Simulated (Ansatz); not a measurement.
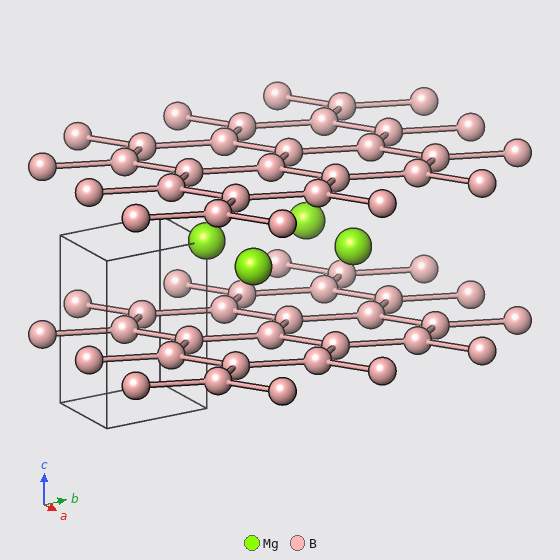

The compound is MgB2 (space group P6/mmm, No. 191), taken as the end point of a relaxation with DFT PBE+D3(BJ), scalar-relativistic, plane waves, PAW (Ansatz 0.2.0).

Bonds are taken as B–B below 2 Å; Mg is left out of the net, as the electropositive filling of the structure. Atoms with one bond or none are removed and atoms with two bonds are replaced by edges, until no such atom is left.

**What kind of net remains, and which atoms are its nodes?**

A uninodal 3-connected, two-periodic (layers) net: B is a 3-connected node.

**Which named net is it?**

It is the hcb net, known from graphene.

**How do the layers lie?**

The layers lie parallel to (001).

**Give the point symbol of each node (shortest cycle at each angle).**

B: 6³.

The simplified net, drawn on the atoms' positions. Nodes are coloured by element. One layer is drawn. Short stubs are edges that leave the cut-out.

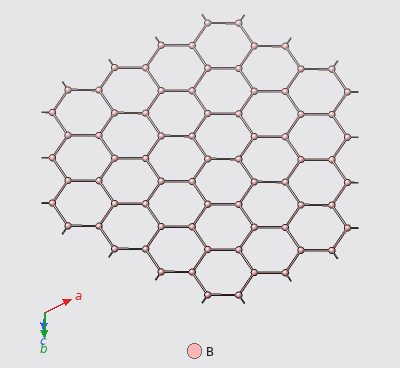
